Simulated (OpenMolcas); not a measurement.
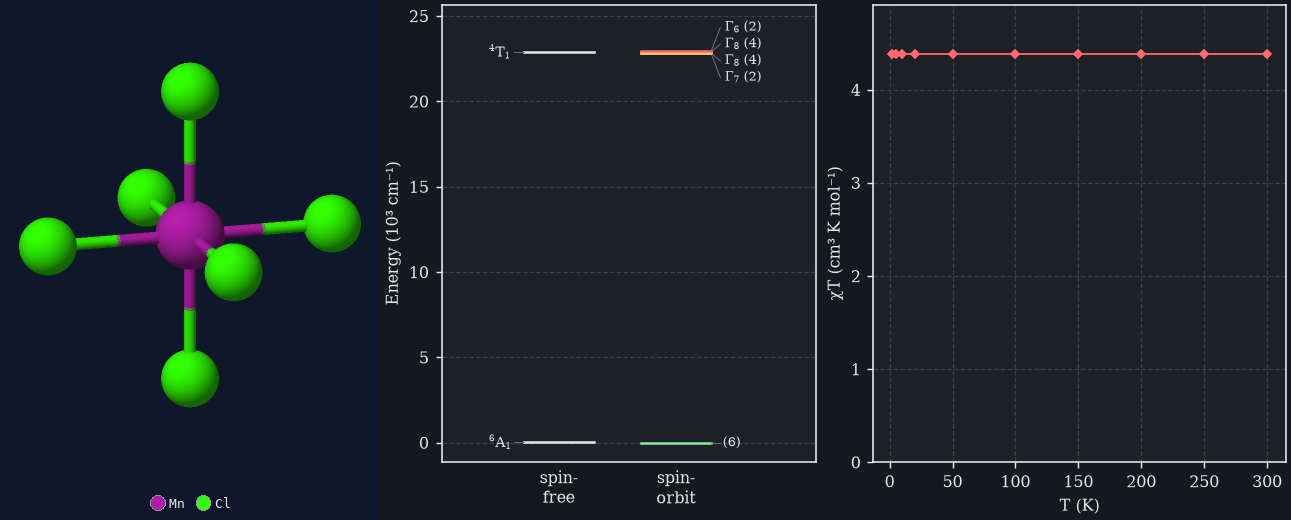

Mn²⁺ (3d⁵) as a dopant in NaCl, a cluster with its 6 nearest Cl⁻ at 2.494 Å (octahedron) embedded in model potentials and point charges; the geometry was set, not optimised, and its levels and susceptibility. Labels give the representation in O, Td, D4 or D3 as the site allows (double group for half-integer spin) where it could be assigned and, in brackets, the degeneracy; spin-free states, where drawn, share the zero of the spin-orbit levels. Level of the calculation: state-averaged SS-CASPT2, IPEA shift 0.25, imaginary shift 0.1 hartree, closed shells 3s 3p correlated, active space 5 electrons in the shell 3d, basis ANO-RCC-VDZP on all atoms, DKH2 scalar Hamiltonian, spin-orbit coupling by RASSI with atomic mean-field integrals (OpenMolcas). Powder susceptibility by Van Vleck's formula.

Q: Give the ground level, the first gap and the ligand-field bands.

A: The ground level is 6-fold degenerate, 100 % from states of spin multiplicity 6. The next level lies at 22,800 cm⁻¹ (Γ₇). The lowest spin-free state is ⁶A₁, from the free-ion S term. χT is 4.39 cm³ K mol⁻¹ at 2 K and 4.39 at 300 K, an effective moment of 5.92 μB.

Caveat: small active space favours high spin, ground spin may be wrong; the geometry is set by hand, with no relaxation and no charge compensation.
